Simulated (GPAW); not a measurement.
**PBE/real-space grid (scalar-relativistic datasets) run of CH3BF2 (SMILES BC(F)F)**

Wanted: ionisation energies of CH3BF2. Input form: an ASE script.

The results are computed with GPAW 26.7.0.

3 further runs of the same task are left out: 3 set aside as unsound or not needed. Runs told in other sessions of the task aren't counted.

## (1) The system as given

CH3BF2: 7 atoms, total charge 0, spin state singlet. SMILES: `BC(F)F`. The shape is that of a GFN2-xTB optimisation.

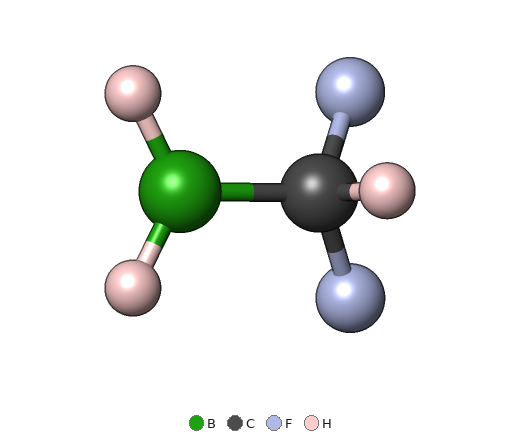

The structure, seen from a chosen angle (boron green, carbon dark grey, fluorine light blue, hydrogen pink).

## (2) Ionisation energies at PBE/real-space grid (scalar-relativistic datasets)

Input file ipea.py:

```python
from ase import Atoms
from gpaw import GPAW

atoms = Atoms('BCFFHHH',
    positions=[[ -0.508870,   0.814020,  -0.099110],
               [  0.332630,  -0.518720,   0.059890],
               [  0.600200,  -0.900960,   1.342620],
               [ -0.190530,  -1.624720,  -0.545440],
               [ -1.149090,   0.949330,  -1.060240],
               [ -0.406440,   1.631330,   0.721190],
               [  1.322090,  -0.350280,  -0.418890]])
atoms.center(vacuum=4.5)

energies = {}
for name, charge, unpaired in [('neutral', 0, 0), ('oxidised', 1, 1)]:
    atoms.set_initial_magnetic_moments([unpaired / len(atoms)] * len(atoms))
    calc = GPAW(mode='fd',
                h=0.25,
                xc='PBE',
                charge=charge,
                occupations={'name': 'fermi-dirac', 'width': 0.0, 'fixmagmom': unpaired > 0},
                maxiter=100,
                symmetry='off',
                txt='-')
    atoms.calc = calc
    energies[name] = atoms.get_potential_energy()
    print(f'{name:10} {energies[name]:12.5f} eV')

ip = energies['oxidised'] - energies['neutral']
print(f'Vertical IP = {ip:.3f} eV')
```

Started as:

```sh
$ python ipea.py > ipea.log
```

The program printed:

```text
[...]
Number of symmetries: 1
[...]
  Number of IBZ points: 1
[...]
Spin-components: 1 (collinear spins)
Bands:           19
[...]
  Valence electrons: 24.0
[...]
  Grid points: [44 48 44]
  Charge: 0.0  # |e|
[...]
    cutoffs:
[...]
occupation numbers:
  # Zero width
[...]
xc functional:
  name: PBE with 2 nearest neighbor stencil
[...]
|iter     |     time |      energy | eigst |  dens |
[...]
|iter:   1| 00:00:01 |  -36.762988 | +1.04 |       |
[...]
Converged in 14 steps
[...]
dipole moment: (0.059386, 0.357906, -0.163569)  # |e|*Ang
Fermi level: -5.553
[...]
|iter:  15| 00:00:26 |  -23.126018c| -7.71c| -5.40c|  +1.0000|
Converged in 15 steps
[...]
Energy contributions relative to reference atoms: (reference = -7162.749740)
Energy contributions:
  Kinetic:          31.103954
  Coulomb:         -34.209769
  Zero:              2.485260
  External:          0.000000
  Xc:              -22.505463
  Entropy:           0.000000
  Spinorbit:         0.000000
  ----------------------------
  Free energy:     -23.126018
  Extrapolated:    -23.126018
[...]
Total magnetic moment: (0.000000, 0.000000, 1.000000)
Local magnetic moments
|        x |        y |        z |
|----------|----------|----------|
| 0.000000 | 0.000000 | 0.067050 |  # B    0
| 0.000000 | 0.000000 | 0.112547 |  # C    1
| 0.000000 | 0.000000 | 0.168016 |  # F    2
| 0.000000 | 0.000000 | 0.158186 |  # F    3
| 0.000000 | 0.000000 | 0.018944 |  # H    4
| 0.000000 | 0.000000 | 0.013634 |  # H    5
| 0.000000 | 0.000000 | 0.057576 |  # H    6
Fermi levels: -12.834, -15.477
Eigenvalues  # (at kpt = [0.000, 0.000, 0.000])
| band index |      eig [eV] | occ [0-1] |      eig [eV] | occ [0-1] |
|------------|---------------|-----------|---------------|-----------|
|          0 |       -39.460 |     1.000 |       -39.152 |     1.000 |
|        ... |               |           |               |           |
|          4 |       -21.511 |     1.000 |       -21.174 |     1.000 |
|          5 |       -21.091 |     1.000 |       -20.907 |     1.000 |
|          6 |       -18.615 |     1.000 |       -18.239 |     1.000 |
|          7 |       -18.572 |     1.000 |       -17.921 |     1.000 |
|          8 |       -17.483 |     1.000 |       -17.220 |     1.000 |
|          9 |       -17.055 |     1.000 |       -16.863 |     1.000 |
|         10 |       -16.091 |     1.000 |       -15.810 |     1.000 |
|         11 |       -15.993 |     1.000 |       -15.145 |     0.000 |
|         12 |       -10.523 |     0.000 |       -10.321 |     0.000 |
|         13 |        -6.289 |     0.000 |        -6.076 |     0.000 |
[...]
Gap: 4.621 eV
Transition (v -> c):
  (s=1, k=0, n=11, [0.00, 0.00, 0.00]) -> (s=0, k=0, n=12, [0.00, 0.00, 0.00])
No difference between direct/indirect transitions
vacuum-level: 0.000  # V
oxidised      -23.12602 eV
Vertical IP = 11.366 eV
```

Wall time 27 s (1 thread of Arm Neoverse V1, shared host); peak memory 0.41 GiB.

## (3) Results

At PBE/real-space grid (scalar-relativistic datasets):

```
               quantity     value
first ionisation energy  11.37 eV
```
